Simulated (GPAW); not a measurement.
# Core-hole calculation of the Ge K edge in Fe3Ge (Fm-3m)

What does one-electron theory with a core hole give for the Ge K edge of Fe3Ge (Fm-3m)?

Method: X-ray absorption from dipole matrix elements to empty bands, plane-wave PAW LDA, in GPAW 26.7.0.

## Step 1: The starting structure

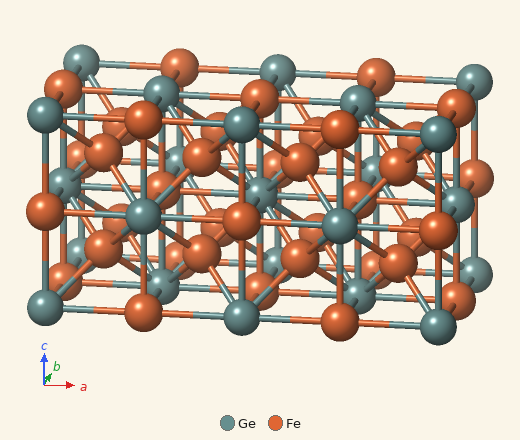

The cell as given, slightly off an axis (germanium teal, iron orange). 2×1×1 cells are drawn. This picture shows the conventional cell, with its axes. Some periodic images of atoms are drawn too.

## Step 2: The field without a hole

A plain self-consistent run shows whether there is a gap and which moments survive; both decide the set-up of the core-hole run.

Contents of scf.py:

```python
import numpy as np
from ase import Atoms
from ase.parallel import parprint, paropen
from gpaw import GPAW, PW, FermiDirac, Mixer, MixerDif, setup_paths
from gpaw.test import gen
setup_paths.insert(0, '.')
gen('Ge', name='nch1s', xcname='LDA', corehole=(1, 0, 0), write_xml=True)
from gpaw.mpi import world
world.barrier()

atoms = Atoms('GeFe3',
    cell=[[0, 2.87558543, 2.87558543],
     [2.87558543, 0, 2.87558543],
     [2.87558543, 2.87558543, 0]],
    scaled_positions=[[0, 0, 0],
     [0.75, 0.75, 0.75],
     [0.25, 0.25, 0.25],
     [0.5, 0.5, 0.5]],
    magmoms=[0.0, 4.0, 4.0, 4.0],
    pbc=True)
atoms.calc = calc = GPAW(legacy_gpaw=True, mode=PW(430, force_complex_dtype=True), xc='LDA', setups={0: 'nch1s'},
    kpts={'size': (8, 8, 8), 'gamma': True}, occupations=FermiDirac(0.05),
    charge=0, mixer=MixerDif(0.05, 8, 50), maxiter=150,
    convergence={'density': 0.0001, 'eigenstates': 1e-6}, txt='scf.txt')
energy = atoms.get_potential_energy() + calc.get_reference_energy()
ef = calc.get_fermi_level()
out = dict(energy=energy, fermi=ef, forces=atoms.get_forces().tolist(), magmoms=atoms.get_magnetic_moments().tolist())
parprint(f'all-electron energy {energy:.4f} eV, Fermi level {ef:.4f} eV')
ev = np.array([[calc.get_eigenvalues(k, s) for k in range(len(calc.get_ibz_k_points()))] for s in range(calc.get_number_of_spins())])
out['homo'], out['lumo'], out['counts'] = ev[ev < ef].max(), ev[ev > ef].min(), sorted(set((ev < ef).sum((0, 2)).tolist()))
out['filled'] = (ev[:, 0] < ef).sum(1).tolist()
import json
with paropen('out.json', 'w') as f:
    json.dump(out, f)
```

Run with:

```
$ OMP_NUM_THREADS=1 mpirun -n 4 gpaw python scf.py
```

Numbers of over 12 decimals in the logs are rounded to 6 here.

Output:

```text
Input parameters:
  convergence: {density: 0.0001,
                eigenstates: 1e-06}
  kpts: {gamma: True,
         size: (8, 8, 8)}
  maxiter: 150
  mixer: {backend: pulay,
          beta: 0.05,
          method: difference,
          nmaxold: 8,
          weight: 50}
  mode: {ecut: 430.0,
         force_complex_dtype: True,
         name: pw}
  occupations: {fixmagmom: False,
                name: fermi-dirac,
                width: 0.05}
  setups: {0: nch1s}

Initialize ...

[... PAW data sets ...]

Reference energy: -160691.635829  # eV

Spin-polarized calculation.
Initial magnetic moment: 12.000000

[... convergence settings ...]
Symmetries present (total): 48
  [... symmetry matrices ...]

512 k-points: 8 x 8 x 8 Monkhorst-Pack grid + [1/16,1/16,1/16]
29 k-points in the irreducible part of the Brillouin zone
       k-points in crystal coordinates                weights
   0:     0.00000000    0.00000000    0.00000000          1/512
   1:     0.12500000    0.12500000    0.00000000          6/512
   2:     0.12500000    0.12500000    0.12500000          8/512
   3:     0.25000000    0.12500000    0.12500000         12/512
   4:     0.25000000    0.25000000    0.00000000          6/512
   5:     0.25000000    0.25000000    0.12500000         24/512
   6:     0.25000000    0.25000000    0.25000000          8/512
   7:     0.37500000    0.25000000   -0.37500000         24/512
   8:     0.37500000    0.25000000    0.12500000         24/512
   9:     0.37500000    0.25000000    0.25000000         24/512
          ...
  28:     0.50000000    0.50000000    0.50000000          4/512

Wave functions: Plane wave expansion
  Cutoff energy: 430.000 eV
  Number of coefficients (min, max): 941, 982
  Pulay-stress correction: 0.000000 eV/Ang^3 (de/decut=0.000000)
  Using FFTW library
  Wavefunction extrapolation:
    Improved wavefunction reuse through dual PAW basis

Occupation numbers: Fermi-Dirac:
  width: 0.0500  # eV

Eigensolver
   Davidson(niter=2)

Densities:
  Coarse grid: 20*20*20 grid
  Fine grid: 40*40*40 grid
  Total Charge: 0.000000

Density mixing:
  Method: difference
  Backend: pulay
  Linear mixing parameter: 0.05
  old densities: 8
  Width of damping distribution: 1.1
  Damping of long wavelength oscillations: 50

[... Hamiltonian set-up ...]
Number of atoms: 4
Number of atomic orbitals: 31
Number of bands in calculation: 28
Number of valence electrons: 28
Bands to converge: occupied

... initialized

Initializing position-dependent things.

Density initialized from atomic densities
Creating initial wave functions:
  28 bands from LCAO basis set

                    Fe

                Fe

           Fe

       Ge

Atomic positions and initial magnetic moments

Positions:
   0 Ge     0.000000    0.000000    0.000000    ( 0.0000,  0.0000,  0.0000)
   1 Fe     4.313378    4.313378    4.313378    ( 0.0000,  0.0000,  4.0000)
   2 Fe     1.437793    1.437793    1.437793    ( 0.0000,  0.0000,  4.0000)
   3 Fe     2.875585    2.875585    2.875585    ( 0.0000,  0.0000,  4.0000)

Unit cell:
           periodic     x           y           z      points  spacing
  1. axis:    yes    0.000000    2.875585    2.875585    20     0.1660
  2. axis:    yes    2.875585    0.000000    2.875585    20     0.1660
  3. axis:    yes    2.875585    2.875585    0.000000    20     0.1660

  Lengths:   4.066692   4.066692   4.066692
  Angles:   60.000000  60.000000  60.000000

Effective grid spacing dv^(1/3) = 0.1812

iter:   1   -34.223301                   +12.0203
iter:   2   -35.520281   -0.54  -1.43    +8.8858
iter:   3   -35.828286   -1.31  -1.42    +6.2343
iter:   4   -35.831688   -1.63  -1.51    +6.0663
iter:   5   -35.869516   -2.12  -1.71    +5.8270
iter:   6   -35.821948   -2.55  -1.83    +5.9153
iter:   7   -35.891037   -1.88  -1.89    +5.8684
iter:   8   -35.840799   -2.84  -1.84    +5.8440
iter:   9   -35.828185   -2.91  -2.07    +5.7619
iter:  10   -35.828812c  -3.46  -2.78    +5.9458
[... 42 further cycles ...]
iter:  53   -35.849765c  -4.82  -3.86    +5.0647
iter:  54   -35.850718c  -3.61  -3.48    +5.1441
iter:  55   -35.850780c  -4.27  -3.19    +5.1531
iter:  56   -35.850631c  -5.20  -3.61    +5.1590
iter:  57   -35.850593c  -5.57  -3.55    +5.1676
iter:  58   -35.850551c  -6.11c -3.35    +5.1725
iter:  59   -35.850377c  -5.30  -3.34    +5.1849
iter:  60   -35.850438c  -6.50c -3.68    +5.1808
iter:  61   -35.850454c  -5.65  -3.53    +5.1812
iter:  62   -35.850423c  -6.35c -4.55c   +5.1819

Converged after 62 iterations.

Dipole moment: (-0.000000, -0.000000, -0.000000) |e|*Ang

Total magnetic moment: (0.000000, 0.000000, 5.181926)
Local magnetic moments:
   0 Ge ( 0.000000,  0.000000, -0.028826)
   1 Fe ( 0.000000,  0.000000,  1.352974)
   2 Fe ( 0.000000,  0.000000,  1.352974)
   3 Fe ( 0.000000,  0.000000,  2.507639)

Energy contributions relative to reference atoms: (reference = -160691.635829)

Kinetic:        +32.150155
Potential:      -25.779934
External:        +0.000000
XC:             -42.608212
Entropy (-ST):   -0.028804
Local:           +0.401970
SIC:             +0.000000
--------------------------
Free energy:    -35.864825
Extrapolated:   -35.850423

Spin contamination: 0.145679 electrons
Showing only first 2 kpts
                      Up                     Down
 Kpt  Band  Eigenvalues  Occupancy  Eigenvalues  Occupancy
  0    12      9.90117    1.00000     11.66560    0.00000
  0    13      9.90117    1.00000     11.66560    0.00000
  0    14     10.19963    0.99890     11.68376    0.00000
  0    15     10.19963    0.99890     11.68376    0.00000

  1    12      9.65214    1.00000     11.54107    0.00000
  1    13      9.69246    1.00000     11.67735    0.00000
  1    14     10.19411    0.99902     11.67794    0.00000
  1    15     10.20225    0.99884     11.73676    0.00000

Fermi level: 10.54030

No gap
No difference between direct/indirect transitions

Forces in eV/Ang:
  0 Ge    0.00000   -0.00000   -0.00000
  1 Fe   -0.00000   -0.00000   -0.00000
  2 Fe    0.00000   -0.00000   -0.00000
  3 Fe    0.00000    0.00000    0.00000
Scalar-relativistic atomic LDA calculation for Ge (Germanium, Z=32)
Core hole in 1s state (1s occupation: 2.0)
600 radial gridpoints.
|------------------------------------------------|
|------------------------------------------------|
[... the atom generator's iteration count ...]

Energy contributions:
-------------------------
Kinetic:    +2131.696277
XC:           -76.507741
Potential:  -4150.554705
-------------------------
Total:      -2095.366170

state      eigenvalue         ekin         rmax
-----------------------------------------------
1s^2.0 :  -401.842866   515.090131        0.031
2s^2.0 :   -50.305902    98.964053        0.176
2p^6.0 :   -44.029760    96.564637        0.141
3s^2.0 :    -6.161413    22.614711        0.543
3p^6.0 :    -4.240727    20.252387        0.543
3d^10.0:    -1.086330    14.971427        0.502
4s^2.0 :    -0.438785     2.517022        1.731
4p^2.0 :    -0.148734     1.354017        2.197
-----------------------------------------------
(units: Bohr and Hartree)

Generating PAW setup
Kinetic energy of the core from tauc = 2147.271331364656
Cutoffs:
rc(s)=1.900
rc(p)=1.900
rc(d)=1.900
rc(vbar)=1.710
rc(comp)=1.900
rc(nct)=1.900

Kinetic energy of the core states: 2123.954199
Charge: 0.0
Core electrons: 28.0
Valence electrons: 4.0
Pseudo-core charge: 2.362372
Shape function alpha=2.770
Pseudo-electron charge 6.607509
state    eigenvalue         norm
--------------------------------
4s(2) :    -0.438785     1.111852
*s    :     0.561215
4p(2) :    -0.148734     1.010717
*p    :     0.851266
*d    :     0.000000
--------------------------------

Diagonalizing with gridspacing h=0.050

state   all-electron     PAW
-------------------------------
4s:      -0.438785    -0.439067
4p:      -0.148734    -0.148919
*d:                    0.033272
*f:                    0.068661
-------------------------------
all-electron energy -160727.4863 eV, Fermi level 10.5403 eV
```

It took 56 s on 4 MPI ranks of Arm Neoverse N1, shared host; peak memory 0.24 GiB; 3.7 min of CPU time.

The mesh shows no gap, so the system is treated as a metal and the core electron is put at the Fermi level (neutral cell).

Site moments (μB): -0.03, 1.35, 1.35, 2.51.

## Step 3: Spectrum without a core hole, 

This cheap baseline ignores the attraction of the hole: it shows the absorber's empty states as they are in the ground state. The data set with a hole of occupation 0 only carries the core orbital.

Contents of xas.py:

```python
import numpy as np
from ase import Atoms
from ase.parallel import parprint, paropen
from gpaw import GPAW, PW, FermiDirac, Mixer, MixerDif, setup_paths
from gpaw.test import gen
setup_paths.insert(0, '.')
gen('Ge', name='nch1s', xcname='LDA', corehole=(1, 0, 0), write_xml=True)
from gpaw.mpi import world
world.barrier()

atoms = Atoms('GeFe3',
    cell=[[0, 2.87558543, 2.87558543],
     [2.87558543, 0, 2.87558543],
     [2.87558543, 2.87558543, 0]],
    scaled_positions=[[0, 0, 0],
     [0.75, 0.75, 0.75],
     [0.25, 0.25, 0.25],
     [0.5, 0.5, 0.5]],
    magmoms=[0.0, 4.0, 4.0, 4.0],
    pbc=True)
atoms.calc = calc = GPAW(legacy_gpaw=True, mode=PW(430, force_complex_dtype=True), xc='LDA', setups={0: 'nch1s'},
    kpts={'size': (10, 10, 10), 'gamma': True}, occupations=FermiDirac(0.1),
    charge=0, mixer=MixerDif(0.05, 8, 50), maxiter=150,
    convergence={'density': 0.0001, 'eigenstates': 1e-6}, txt='scf.txt')
energy = atoms.get_potential_energy() + calc.get_reference_energy()
ef = calc.get_fermi_level()
out = dict(energy=energy, fermi=ef, forces=atoms.get_forces().tolist(), magmoms=atoms.get_magnetic_moments().tolist())
parprint(f'all-electron energy {energy:.4f} eV, Fermi level {ef:.4f} eV')
ev = np.array([[calc.get_eigenvalues(k, s) for k in range(len(calc.get_ibz_k_points()))] for s in range(calc.get_number_of_spins())])
out['homo'], out['lumo'], out['counts'] = ev[ev < ef].max(), ev[ev > ef].min(), sorted(set((ev < ef).sum((0, 2)).tolist()))
out['filled'] = (ev[:, 0] < ef).sum(1).tolist()

from ase.units import Ha
from gpaw.xas import dipole_matrix_elements
nb = int(calc.get_number_of_electrons() / 2) + 47
top = nb
nscf = calc.fixed_density(kpts={'size': (5, 5, 5), 'gamma': True},
    convergence={'eigenstates': 1.0}, txt='nscf.txt')
nscf.diagonalize_full_hamiltonian(nbands=nb)
cell = atoms.cell.array
ops = [cell.T @ U.T @ np.linalg.inv(cell.T) for U in nscf.wfs.kd.symmetry.op_scc]
E = np.arange(-25, 34, 0.1)
fwhm = np.interp(E, [4, 25], [1.96, 3.5])
Y, X, zero, highest = 0, 0, 1e9, 1e9
for spin in range(nscf.get_number_of_spins()):
    wfs = nscf.wfs
    mine = wfs.bd.get_slice()  # this rank's bands
    A = dipole_matrix_elements(wfs.setups[0])
    eps = np.zeros((wfs.kd.nibzkpts, nb))
    d = np.zeros((3, A.shape[1], wfs.kd.nibzkpts, nb), complex)
    for kpt in wfs.kpt_u:
        if kpt.s == spin and 0 in kpt.P_ani:
            eps[kpt.k, mine] = kpt.eps_n * Ha
            d[:, :, kpt.k, mine] = (kpt.weight * wfs.nspins / 2) ** 0.5 * np.inner(A, kpt.P_ani[0])
    world.sum(eps)
    world.sum(d)
    T = np.einsum('amkn,bmkn->abkn', d, d.conj()).real
    T = sum(np.einsum('ai,ijkn,bj->abkn', R, T, R) for R in ops) / len(ops)
    empty = eps > ef
    zero, highest = min(zero, eps[empty].min()), min(highest, eps[:, top - 1].min())
    lines = [(eps, T, empty)] if spin == 0 else lines + [(eps, T, empty)]
for eps, T, empty in lines:
    f = np.einsum('aakn->akn', T).reshape(3, -1)
    x = eps.ravel() - zero
    w = np.interp(x, E, fwhm) / 2.35482
    g = np.exp(-0.5 * ((E[:, None] - x) / w) ** 2) / (w * (2 * np.pi) ** 0.5)
    Y = Y + (f * empty.ravel()) @ g.T
    X = X + (f * ~empty.ravel()) @ g.T
out.update(E=E.round(2).tolist(), xas=Y.tolist(), xes=X.tolist(), zero=zero, valid=highest - zero, nk=len(eps), nb=nb)
for i in range(0, len(E), 10):
    parprint(f'{E[i]:7.2f}', *(f'{v:10.3e}' for v in Y[:, i]))
import json
with paropen('out.json', 'w') as f:
    json.dump(out, f)
```

Run with:

```
$ OMP_NUM_THREADS=1 mpirun -n 4 gpaw python xas.py
```

Output:

```text
Input parameters:
  convergence: {density: 0.0001,
                eigenstates: 1e-06}
  kpts: {gamma: True,
         size: (10, 10, 10)}
  maxiter: 150
  mixer: {backend: pulay,
          beta: 0.05,
          method: difference,
          nmaxold: 8,
          weight: 50}
  mode: {ecut: 430.0,
         force_complex_dtype: True,
         name: pw}
  occupations: {fixmagmom: False,
                name: fermi-dirac,
[...]
--------------------------
Free energy:    -36.090810
Extrapolated:   -36.028921

Spin contamination: 0.139591 electrons
Showing only first 2 kpts
                      Up                     Down
 Kpt  Band  Eigenvalues  Occupancy  Eigenvalues  Occupancy
[...]
1    14     10.12478    0.98437     11.68634    0.00001
  1    15     10.15750    0.97845     11.72522    0.00001

Fermi level: 10.53904

No gap
No difference between direct/indirect transitions

Errorcode: 42
[key lines of the parts left out:]
Converged after 4 iterations.
Dipole moment: (-0.000000, -0.000000, -0.000000) |e|*Ang
```

Run time: 2.3 min. Hardware: 4 MPI ranks; peak memory 0.23 GiB.

The run ended with an error.

The program stopped, so this step gives no result.

## Step 4: Reference energy of the supercell

The photon energy needs a difference of total energies, so the cell and mesh of the coming hole run are first run without a hole.

scf.py: that of step 2 with these lines changed.

```diff
@@ -10,14 +10,34 @@
 
-atoms = Atoms('GeFe3',
-    cell=[[0, 2.87558543, 2.87558543],
-     [2.87558543, 0, 2.87558543],
-     [2.87558543, 2.87558543, 0]],
+atoms = Atoms('Ge6Fe18',
+    cell=[[5.75117086, -2.87558543, -2.87558543],
+     [-2.87558543, 5.75117086, -2.87558543],
+     [2.87558543, 5.75117086, 2.87558543]],
     scaled_positions=[[0, 0, 0],
-     [0.75, 0.75, 0.75],
-     [0.25, 0.25, 0.25],
-     [0.5, 0.5, 0.5]],
-    magmoms=[0.0, 4.0, 4.0, 4.0],
+     [0.33333333, 0.16666667, 0.5],
+     [0.66666667, 0.33333333, 0],
+     [0.33333333, 0.66666667, 0],
+     [0.66666667, 0.83333333, 0.5],
+     [0, 0.5, 0.5],
+     [0, 0.625, 0.125],
+     [0.33333333, 0.79166667, 0.625],
+     [0.66666667, 0.95833333, 0.125],
+     [0.33333333, 0.29166667, 0.125],
+     [0.66666667, 0.45833333, 0.625],
+     [0, 0.125, 0.625],
+     [0, 0.875, 0.375],
+     [0.33333333, 0.04166667, 0.875],
+     [0.66666667, 0.20833333, 0.375],
+     [0.33333333, 0.54166667, 0.375],
+     [0.66666667, 0.70833333, 0.875],
+     [0, 0.375, 0.875],
+     [0, 0.75, 0.75],
+     [0.33333333, 0.91666667, 0.25],
+     [0.66666667, 0.08333333, 0.75],
+     [0.33333333, 0.41666667, 0.75],
+     [0.66666667, 0.58333333, 0.25],
+     [0, 0.25, 0.25]],
+    magmoms=[0.0, 0.0, 0.0, 0.0, 0.0, 0.0, 4.0, 4.0, 4.0, 4.0, 4.0, 4.0, 4.0, 4.0, 4.0, 4.0, 4.0, 4.0, 4.0, 4.0, 4.0, 4.0, 4.0, 4.0],
     pbc=True)
 atoms.calc = calc = GPAW(legacy_gpaw=True, mode=PW(430, force_complex_dtype=True), xc='LDA', setups={0: 'nch1s'},
-    kpts={'size': (8, 8, 8), 'gamma': True}, occupations=FermiDirac(0.05),
+    kpts={'size': (3, 3, 3), 'gamma': True}, occupations=FermiDirac(0.1),
     charge=0, mixer=MixerDif(0.05, 8, 50), maxiter=150,
```

Run with:

```
$ OMP_NUM_THREADS=1 mpirun -n 4 gpaw python scf.py
```

Output:

```text
Input parameters:
  convergence: {density: 0.0001,
                eigenstates: 1e-06}
  kpts: {gamma: True,
         size: (3, 3, 3)}
  maxiter: 150
  mixer: {backend: pulay,
          beta: 0.05,
          method: difference,
          nmaxold: 8,
          weight: 50}
  mode: {ecut: 430.0,
         force_complex_dtype: True,
         name: pw}
  occupations: {fixmagmom: False,
                name: fermi-dirac,
[...]
4s(2) :    -0.438785     1.111852
*s    :     0.561215
4p(2) :    -0.148734     1.010717
*p    :     0.851266
*d    :     0.000000
--------------------------------

Diagonalizing with gridspacing h=0.050

state   all-electron     PAW
-------------------------------
4s:      -0.438785    -0.439067
4p:      -0.148734    -0.148919
*d:                    0.033272
*f:                    0.068661
-------------------------------
all-electron energy -964364.9685 eV, Fermi level 10.5416 eV
[key lines of the parts left out:]
Converged after 40 iterations.
Dipole moment: (0.000000, 0.000000, 0.000000) |e|*Ang
Free energy:   -215.501070
Fermi level: 10.54160
```

Elapsed: 15 min, on 4 MPI ranks; peak memory 0.54 GiB.

Reference energy: -964364.968 eV with the cores included.

(Part 1 of 3 ends here.)

[Banner, clock and machine lines of the logs are left out without a mark of their own.]

[Logs are printed without paths, hosts, clocks, repeated set-up lines and the standing remarks that a program may print on its own settings, such as how far it seeks lower states.]

[Hosts, paths, dates, database ids (printed as entryN), source tags and the programs' standing remarks are cut or masked in the printed files.]

[Lists of maxima count a maximum above −3 eV only where it reaches 4 % of the highest in the window and stands out from its surroundings by 2 % of it (1.5 % where it reaches 55 %); shoulders and weaker maxima are passed over, and of the rest the first, up to two pre-edge ones and the few strongest are named.]
